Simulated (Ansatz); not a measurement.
# GeNH4Cl (SMILES [NH2][GeH2][Cl]): B2PLYP/cc-pVDZ

What is the vertical ionisation energy of GeNH4Cl at B2PLYP/cc-pVDZ? 

The calculation is run with Ansatz 0.2.0.

68 further runs of the same task are left out: 68 set aside as unsound or not needed.

## (1) The structure to begin with

GeNH4Cl: 7 atoms, total charge 0, spin state singlet. As SMILES, `[NH2][GeH2][Cl]`. Geometry: relaxed at PBE0-D4/def2-TZVP. This is one conformer, not always the lowest.

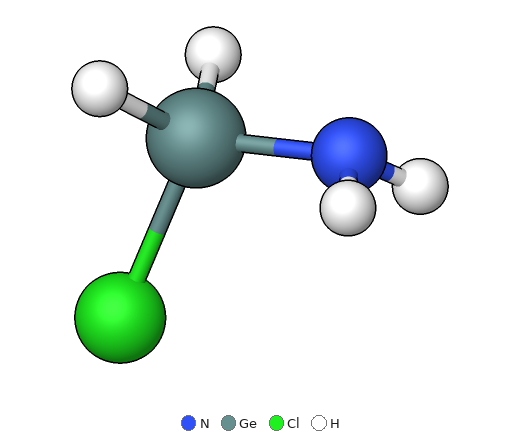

Viewed from a chosen angle; nitrogen blue, germanium teal, chlorine green, hydrogen white.

## (2) The energy at B2PLYP/cc-pVDZ

The input, run.yaml:

```yaml
crystal:
  periodic: [false, false, false]
  atoms:
    - {symbol: N, position_ang: [-0.792900, 0.515500, -0.722700]}
    - {symbol: Ge, position_ang: [0.579900, 0.003300, 0.353200]}
    - {symbol: Cl, position_ang: [0.394500, -2.054600, 1.034500]}
    - {symbol: H, position_ang: [-1.700900, 0.526800, -0.279600]}
    - {symbol: H, position_ang: [-0.858900, 0.014700, -1.597700]}
    - {symbol: H, position_ang: [0.559300, 0.864900, 1.617200]}
    - {symbol: H, position_ang: [1.880200, 0.061300, -0.450600]}
basis:
  gaussian: {orbitals: cc-pVDZ}
hamiltonian: {xc: {name: B2PLYP}}
correlation: {frozen_orbitals: {Cl: 5, Ge: 9, H: 0, "N": 1}}
accuracy: high
output: {orbitals: {seedname: orbitals}}
```

The run is started by

```bash
$ ansatz run run.yaml --threads 1 --pin off --max-ram 3480MiB --events-out events.jsonl --progress --plain --runs-dir runs
```

What it wrote:

```text
Warning: RAYON_NUM_THREADS=1 ignored (pool sized by the plan → 1); use --threads N
Functional definition: B2PLYP
  name "B2PLYP"
  parameter a = 0.53
  parameter c = 0.27
  exchange = (1 - a)*b88_x + a*exact_x
  correlation = (1 - c)*lyp_c + c*(mp2_os + mp2_ss)
1818 factors; integrals over basis functions are off by at most 4.5e-9 eV
mean field evaluation 1: about -70572.4784 eV, gradient 4.1e1 eV
mean field evaluation 2: about -70572.6890 eV, gradient 4.1e1 eV
mean field evaluation 4: about -70576.0659 eV, gradient 3.1e0 eV
mean field evaluation 8: about -70576.1008 eV, gradient 1.3e-1 eV
mean field evaluation 16: about -70576.1009 eV, gradient 1.1e-4 eV
mean field -70576.10085891 eV, -2593.6238683658 hartree, gradient 1.4e-8 eV, S^2 0.000000; 0 other end points of the search recorded, 0 dependent functions left out
15 core orbitals not correlated: weight in the atoms' cores, before any rotation towards them, 1.000 or more for the frozen orbitals, at most 0.000 for the correlated occupied ones
reference -70576.10088325 eV, -2593.6238692600 hartree; 15, 15 occupied and 49, 49 virtual orbitals, 1818 factors
second order -14.23146765 eV of doubles, -0.00000000 eV of singles
Total energy: -70579.94337951 eV, -2593.7650783932 hartree
```

It took 13 s on 1 thread of Arm Neoverse V1, shared host; peak memory 0.28 GiB.

## (3) The doublet cation

The input, job.yaml:

```yaml
crystal:
  periodic: [false, false, false]
  atoms:
    - {symbol: "N", position_ang: [-0.792900, 0.515500, -0.722700]}
    - {symbol: Ge, position_ang: [0.579900, 0.003300, 0.353200]}
    - {symbol: Cl, position_ang: [0.394500, -2.054600, 1.034500]}
    - {symbol: H, position_ang: [-1.700900, 0.526800, -0.279600]}
    - {symbol: H, position_ang: [-0.858900, 0.014700, -1.597700]}
    - {symbol: H, position_ang: [0.559300, 0.864900, 1.617200]}
    - {symbol: H, position_ang: [1.880200, 0.061300, -0.450600]}
basis:
  gaussian:
    orbitals: cc-pVDZ
total_charge: 1
magnetization:
  spin_polarized: true
  initial_magnetization: 1
hamiltonian:
  xc: {name: B2PLYP}
correlation:
  frozen_orbitals: {Cl: 5, Ge: 9, H: 0, "N": 1}
accuracy: high
output: {orbitals: {seedname: orbitals}}
```

The run is started by

```bash
$ ansatz run job.yaml --threads 1 --pin off --max-ram 3480MiB --events-out events.jsonl --progress --plain --runs-dir runs
```

What it wrote, cut to the lines that bear on the results:

```text
Warning: RAYON_NUM_THREADS=1 ignored (pool sized by the plan → 1); use --threads N
[... 2 set-up lines as earlier in the session ...]
[...]
1817 factors; integrals over basis functions are off by at most 4.5e-9 eV
[...]
mean field -70566.36489416 eV, -2593.2660782604 hartree, gradient 2.9e-8 eV, S^2 0.762945; 4 other end points of the search recorded, 0 dependent functions left out
15 core orbitals not correlated: weight in the atoms' cores, before any rotation towards them, 1.000 or more for the frozen orbitals, at most 0.000 for the correlated occupied ones
reference -70566.36491826 eV, -2593.2660791459 hartree; 15, 14 occupied and 49, 50 virtual orbitals, 1817 factors
second order -13.05374411 eV of doubles, -0.00000000 eV of singles
Total energy: -70569.88942917 eV, -2593.3956025327 hartree
```

It took 23 s on 1 thread of Arm Neoverse V1, shared host; peak memory 0.58 GiB.

## (4) Summary of results

At B2PLYP/cc-pVDZ, 15 core orbitals frozen:

```
                                                                quantity           value
                                           singlet GeNH4Cl: total energy  -2593.76508 Eh
                      singlet GeNH4Cl: HOMO energy (SCF part's orbitals)        -9.03 eV
                      singlet GeNH4Cl: LUMO energy (SCF part's orbitals)         1.87 eV
                    singlet GeNH4Cl: HOMO–LUMO gap (SCF part's orbitals)        10.90 eV
                                            doublet cation: total energy  -2593.39560 Eh
doublet cation: HOMO energy (SCF part's orbitals) (highest over α and β)       -15.09 eV
 doublet cation: LUMO energy (SCF part's orbitals) (lowest over α and β)       -10.53 eV
                                                    doublet cation: ⟨S²⟩           0.763
                      vertical ionisation energy (to the doublet cation)       10.054 eV
```

Removing an electron at fixed nuclei costs 10.05 eV (232 kcal/mol). The negative HOMO energy of the first species, 9.03 eV, lies 1.03 eV below that difference.
